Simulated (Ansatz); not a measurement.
# Nudged elastic band of CH10AsNSi (part 2 of 2)

The same run, continued: CH10AsNSi; RHF/def2-SVP (Ansatz 0.2.0). It belongs to a series of runs on one base structure; here: band between the two ends.

Geometry of the input (Å):
```
Si -0.0696  -1.1310  -1.2360
C  0.6675  -1.9539  0.2858
H  0.3964  -1.8779  -2.4394
H  -1.5517  -1.2049  -1.2281
N  0.3521  0.5520  -1.2440
H  -1.7079  1.5956  1.3826
As -0.8364  2.8203  1.2679
H  1.7591  -1.8878  0.2774
H  0.4019  -3.0132  0.3212
H  0.3077  -1.4776  1.2005
H  -0.1457  1.1869  -1.8392
H  1.3143  0.8277  -1.1792
H  0.3916  2.1581  1.8401
H  -1.2791  3.4059  2.5906
```

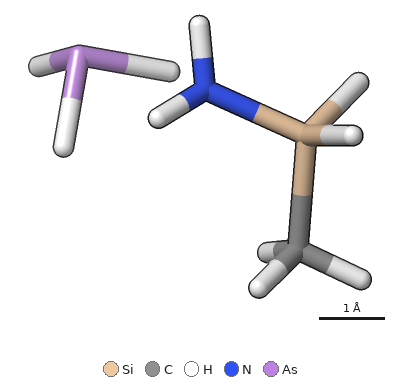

Fig. 1: The structure as given in the input (stick view, seen at a tilt).

## Log, continued
```
NEB iter  44: max|band force component| = 5.286e-2 eV/Å  barrier→ = 3.6172 eV  barrier← = 3.8286 eV  CI = image 4  Δτ_max = 0.0250 Å  (177 SCF iters)
the calculation of the forces begins
reference -71317.13275368 eV, -2620.8562882089 hartree; 35, 35 occupied and 93, 93 virtual orbitals, 1380 factors
1387 factors; integrals over basis functions are off by at most 1.1e-3 eV
mean field evaluation 2304: about -71313.3068 eV, gradient 1.5e-5 eV
mean field -71313.30676159 eV, -2620.7156855929 hartree, gradient 1.5e-5 eV, S^2 0.000000; 1 other end points of the search recorded, 0 dependent functions left out
the calculation of the forces begins
reference -71313.30676159 eV, -2620.7156855929 hartree; 35, 35 occupied and 93, 93 virtual orbitals, 1387 factors
NEB iter  45: max|band force component| = 4.441e-2 eV/Å  barrier→ = 3.6162 eV  barrier← = 3.8275 eV  CI = image 4  Δτ_max = 0.0000 Å  (434 SCF iters)
```

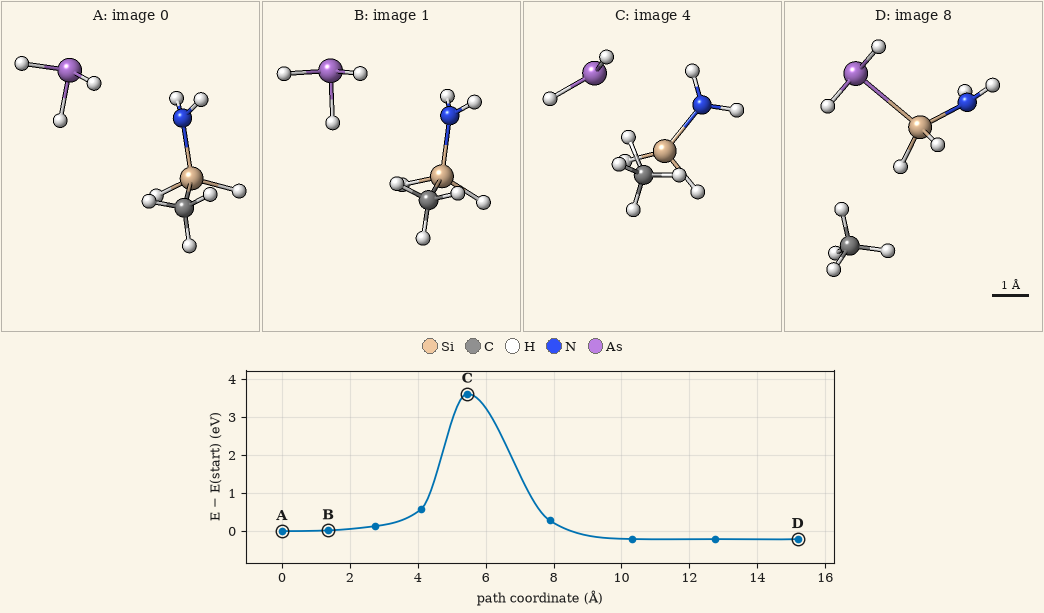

Fig. 2: Images of the last band (counted from 0; ball-and-stick, seen at a tilt) above the energy along the path; the line is a cubic interpolation that uses the forces. The highest image is number 4, 3.616 eV above the start and 3.827 eV above the end (the climbing image); the end lies 0.211 eV below the start. The path is 15.19 Å long. The band converged in 45 iterations.

```
Total energy: -71313.30676159 eV, -2620.7156855929 hartree
Atom 0 at    -0.235289    -0.477184    -0.993794 Å, force    -0.016788    -0.030222    -0.002593 eV/Å
Atom 1 at     0.499438    -1.165611     0.906644 Å, force     0.037266    -0.044336     0.023487 eV/Å
Atom 2 at     0.381705    -1.678192    -1.619900 Å, force    -0.009789     0.005806     0.005235 eV/Å
Atom 3 at    -1.681788    -0.685219    -0.967288 Å, force     0.001582     0.006325     0.005995 eV/Å
Atom 4 at     0.575322     0.777336    -1.775004 Å, force     0.034825     0.037938    -0.038526 eV/Å
Atom 5 at    -0.136150    -0.062455     0.720279 Å, force    -0.005010     0.031833    -0.003327 eV/Å
Atom 6 at    -1.165936     1.811148     0.820780 Å, force     0.008842    -0.000202     0.004364 eV/Å
Atom 7 at     1.541620    -1.232231     0.599414 Å, force    -0.004990     0.012548    -0.009273 eV/Å
Atom 8 at    -0.006729    -2.127516     0.831486 Å, force    -0.000310     0.006132     0.001501 eV/Å
Atom 9 at     0.471821    -0.847964     1.949794 Å, force    -0.008188     0.001457    -0.003638 eV/Å
Atom 10 at     0.386465     1.751644    -1.656456 Å, force    -0.014902     0.000289     0.012427 eV/Å
Atom 11 at     1.277602     0.577896    -2.460464 Å, force    -0.004228    -0.020587     0.004106 eV/Å
Atom 12 at     0.010362     2.216872     1.690773 Å, force    -0.005009    -0.009977     0.008827 eV/Å
Atom 13 at    -1.918345     1.141675     1.953836 Å, force    -0.013301     0.002996    -0.008585 eV/Å
Dipole moment:     0.642158    -0.794755    -0.355567 e Å
this run last wrote the band of iteration 45 to [file]
```

## The last band as extended XYZ (Å, eV, eV/Å)
```
14
Properties=species:S:1:pos:R:3:forces:R:3 image=0 energy=-71316.92292
Si   -0.0696   -1.1310   -1.2360    0.0006   0.0035  -0.0003
C     0.6675   -1.9539    0.2858    0.0056   0.0112  -0.0020
H     0.3964   -1.8779   -2.4394   -0.0051   0.0079   0.0108
H    -1.5517   -1.2049   -1.2281    0.0126   0.0014   0.0007
N     0.3521    0.5520   -1.2440    0.0153   0.0004  -0.0038
H    -1.7079    1.5956    1.3826   -0.0015  -0.0015   0.0005
As   -0.8364    2.8203    1.2679    0.0018   0.0016  -0.0042
H     1.7591   -1.8878    0.2774   -0.0108  -0.0003  -0.0022
H     0.4019   -3.0132    0.3212   -0.0011   0.0005   0.0014
H     0.3077   -1.4776    1.2005    0.0013  -0.0071  -0.0091
H    -0.1457    1.1869   -1.8392   -0.0024  -0.0102   0.0021
H     1.3143    0.8277   -1.1792   -0.0157  -0.0077   0.0029
H     0.3916    2.1581    1.8401    0.0038  -0.0032  -0.0008
H    -1.2791    3.4059    2.5906   -0.0045   0.0035   0.0039
14
Properties=species:S:1:pos:R:3:forces:R:3 image=1 energy=-71316.90361
Si   -0.1097   -1.0190   -1.1907    0.0025   0.0142   0.0008
C     0.6314   -1.6987    0.3984   -0.0008  -0.0023  -0.0088
H     0.1969   -1.9759   -2.2910    0.0031   0.0009  -0.0043
H    -1.5869   -0.9206   -1.1002   -0.0018  -0.0063  -0.0014
N     0.4806    0.5887   -1.4686    0.0073  -0.0188   0.0066
H    -1.4605    1.1279    1.2545   -0.0070   0.0028   0.0149
As   -0.9805    2.5527    1.3481    0.0029   0.0105  -0.0019
H     1.7212   -1.7543    0.3312    0.0029  -0.0052  -0.0067
H     0.2607   -2.7069    0.5986    0.0051  -0.0064  -0.0039
H     0.3791   -1.0647    1.2504    0.0023  -0.0062  -0.0015
H    -0.0091    1.1955   -2.0984   -0.0083  -0.0070  -0.0029
H     1.4677    0.7547   -1.5290   -0.0060   0.0150   0.0185
H     0.4368    2.1910    1.7144    0.0023  -0.0132  -0.0027
H    -1.4275    2.7297    2.7824   -0.0044   0.0223  -0.0066
14
Properties=species:S:1:pos:R:3:forces:R:3 image=2 energy=-71316.79439
Si   -0.0801   -0.9510   -1.1474    0.0131  -0.0020  -0.0155
C     0.6217   -1.5907    0.4794    0.0080  -0.0208  -0.0114
H     0.1351   -2.0091   -2.1697    0.0017  -0.0179  -0.0252
H    -1.5395   -0.7202   -1.0066    0.0057  -0.0152  -0.0101
N     0.6213    0.5511   -1.6489    0.0014  -0.0226  -0.0119
H    -1.0009    1.0086    0.9507   -0.0565   0.0309   0.0161
As   -1.1371    2.4270    1.4239   -0.0052   0.0397   0.0293
H     1.6990   -1.7559    0.4002    0.0181  -0.0198  -0.0138
H     0.1558   -2.5434    0.7454    0.0134  -0.0187  -0.0069
H     0.4541   -0.8917    1.3006    0.0055  -0.0027  -0.0270
H     0.0509    1.3497   -1.8442   -0.0291  -0.0313  -0.0216
H     1.4720    0.5821   -2.1758    0.0256   0.0114   0.0431
H     0.2787    2.5099    1.9377    0.0076   0.0137   0.0236
H    -1.7308    2.0339    2.7548   -0.0092   0.0553   0.0312
14
Properties=species:S:1:pos:R:3:forces:R:3 image=3 energy=-71316.35239
Si   -0.0884   -0.7757   -1.0161    0.1166  -0.1842  -0.0250
C     0.5733   -1.3952    0.6571    0.0596  -0.1239  -0.1253
H     0.2746   -1.8668   -1.9438   -0.0100  -0.1156  -0.1777
H    -1.5712   -0.6646   -0.9519    0.0903  -0.0226  -0.0102
N     0.6284    0.6458   -1.6941    0.0247  -0.0805   0.0571
H    -0.5181    0.7025    0.8052   -0.2336   0.4556   0.0456
As   -1.1525    2.0241    1.0946   -0.0290   0.1133   0.1323
H     1.6517   -1.5335    0.5597    0.0801  -0.1446   0.0035
H     0.1131   -2.3736    0.8181    0.1016  -0.1397   0.0054
H     0.4083   -0.8174    1.5671   -0.0474   0.0366  -0.2190
H     0.3148    1.5881   -1.5751   -0.0417  -0.0973   0.0357
H     1.2430    0.5605   -2.4787    0.0058  -0.0028   0.0023
H     0.0427    2.4607    1.9029   -0.0529   0.1508   0.1490
H    -1.9197    1.4453    2.2551   -0.0641   0.1549   0.1263
14
Properties=species:S:1:pos:R:3:forces:R:3 image=4 energy=-71313.30676
Si   -0.2353   -0.4772   -0.9938   -0.0168  -0.0302  -0.0026
C     0.4994   -1.1656    0.9066    0.0373  -0.0443   0.0235
H     0.3817   -1.6782   -1.6199   -0.0098   0.0058   0.0052
H    -1.6818   -0.6852   -0.9673    0.0016   0.0063   0.0060
N     0.5753    0.7773   -1.7750    0.0348   0.0379  -0.0385
H    -0.1361   -0.0625    0.7203   -0.0050   0.0318  -0.0033
As   -1.1659    1.8111    0.8208    0.0088  -0.0002   0.0044
H     1.5416   -1.2322    0.5994   -0.0050   0.0125  -0.0093
H    -0.0067   -2.1275    0.8315   -0.0003   0.0061   0.0015
H     0.4718   -0.8480    1.9498   -0.0082   0.0015  -0.0036
H     0.3865    1.7516   -1.6565   -0.0149   0.0003   0.0124
H     1.2776    0.5779   -2.4605   -0.0042  -0.0206   0.0041
H     0.0104    2.2169    1.6908   -0.0050  -0.0100   0.0088
H    -1.9183    1.1417    1.9538   -0.0133   0.0030  -0.0086
14
Properties=species:S:1:pos:R:3:forces:R:3 image=5 energy=-71316.64264
Si   -0.6210    0.2109   -1.1811   -0.1272   0.1892  -0.0346
C     0.6388   -1.4930    1.4632    0.0577  -0.0719   0.1578
H    -0.0393   -1.1364   -1.0111   -0.1143   0.1519   0.1875
H    -1.9453   -0.0506   -1.7931   -0.0699   0.1473  -0.2284
N     0.5687    1.0833   -2.0527   -0.0248   0.0727  -0.0733
H     0.1470   -0.5445    1.2961    0.0854  -0.1240   0.1618
As   -1.2071    1.8012    0.5497    0.0046  -0.0386  -0.1007
H     1.5712   -1.5125    0.8997    0.0342  -0.0480   0.0934
H    -0.0103   -2.2961    1.1160    0.0431  -0.0451   0.1049
H     0.8297   -1.5882    2.5267    0.1362  -0.1894   0.1737
H     0.6038    2.0804   -2.0796    0.0358   0.0916  -0.1510
H     1.2763    0.6459   -2.6069   -0.0227   0.0239  -0.0592
H     0.0947    1.8709    1.3128   -0.0144  -0.0863  -0.1181
H    -1.9069    0.9290    1.5604   -0.0236  -0.0734  -0.1138
14
Properties=species:S:1:pos:R:3:forces:R:3 image=6 energy=-71317.13086
Si   -0.4937    0.6986   -1.3137    0.0103  -0.0063   0.0027
C     0.4799   -2.1778    1.8754    0.0006  -0.0062   0.0067
H     0.2244   -0.5312   -0.9162    0.0019   0.0100   0.0001
H    -1.8356    0.2870   -1.8057   -0.0062   0.0134  -0.0103
N     0.5008    1.5283   -2.4496   -0.0120   0.0163   0.0232
H     0.0902   -1.1661    1.9802    0.0069  -0.0098   0.0130
As   -0.9039    2.2077    0.4842   -0.0019  -0.0004  -0.0044
H     1.4397   -2.1436    1.3607    0.0002  -0.0051   0.0081
H    -0.2209   -2.7774    1.2949    0.0028  -0.0066   0.0074
H     0.6102   -2.6217    2.8618    0.0010  -0.0112   0.0071
H     0.2851    2.4533   -2.7648    0.0029   0.0069  -0.0278
H     1.0607    1.0309   -3.1137   -0.0009  -0.0011  -0.0196
H     0.4235    1.9946    1.1693    0.0001  -0.0056  -0.0003
H    -1.6603    1.2176    1.3371   -0.0056   0.0057  -0.0060
14
Properties=species:S:1:pos:R:3:forces:R:3 image=7 energy=-71317.13275
Si   -0.2713    0.8406   -1.2611    0.0034   0.0016  -0.0012
C     0.2703   -2.5947    1.9450   -0.0018   0.0029  -0.0005
H     0.8547   -0.0083   -0.8145    0.0000   0.0009   0.0004
H    -1.4848    0.0148   -1.4622    0.0004  -0.0003  -0.0011
N     0.2004    1.5760   -2.7452   -0.0120   0.0018  -0.0035
H     0.0595   -1.5476    2.1612    0.0016  -0.0037   0.0016
As   -0.8678    2.4309    0.4288    0.0000  -0.0022   0.0014
H     1.3481   -2.7410    1.8780    0.0009  -0.0014   0.0005
H    -0.1928   -2.8708    0.9980   -0.0002  -0.0009   0.0015
H    -0.1328   -3.2183    2.7424   -0.0007  -0.0029   0.0017
H    -0.4258    2.1424   -3.2829    0.0031   0.0000  -0.0045
H     1.1566    1.8041   -2.9321    0.0036   0.0003   0.0057
H     0.5512    2.7672    0.8239    0.0003   0.0026  -0.0010
H    -1.0655    1.4049    1.5205    0.0015   0.0014  -0.0007
14
Properties=species:S:1:pos:R:3:forces:R:3 image=8 energy=-71317.13423
Si   -0.2772    0.9183   -1.2632    0.0037  -0.0016   0.0067
C     0.3530   -2.7672    1.9825   -0.0086  -0.0072   0.0029
H     0.9593    0.1927   -0.8981    0.0043   0.0001  -0.0017
H    -1.4118   -0.0278   -1.3670   -0.0065  -0.0023  -0.0023
N    -0.0026    1.6747   -2.7858    0.0061   0.0020  -0.0152
H     0.5926   -1.7831    2.3852   -0.0046  -0.0060  -0.0001
As   -0.8897    2.4622    0.4629   -0.0123   0.0065  -0.0046
H     0.5359   -3.5256    2.7441   -0.0030   0.0139  -0.0147
H     0.9800   -2.9655    1.1134   -0.0052  -0.0024   0.0060
H    -0.6964   -2.7945    1.6875    0.0209   0.0013   0.0064
H    -0.7333    2.1328   -3.2944    0.0086  -0.0020   0.0070
H     0.8986    2.0366   -3.0288   -0.0125   0.0004  -0.0017
H     0.5073    2.9953    0.6788    0.0086   0.0023   0.0033
H    -0.8155    1.4512    1.5830    0.0004  -0.0051   0.0079
```

## Summary

```csv
quantity,value
outcome,converged
"barrier, forward",3.616 eV
"barrier, backward",3.828 eV
wall time,10 min (CPU time 19 min)
peak memory,0.34 GiB
```

## Remarks

The order of the saddle point was not checked.
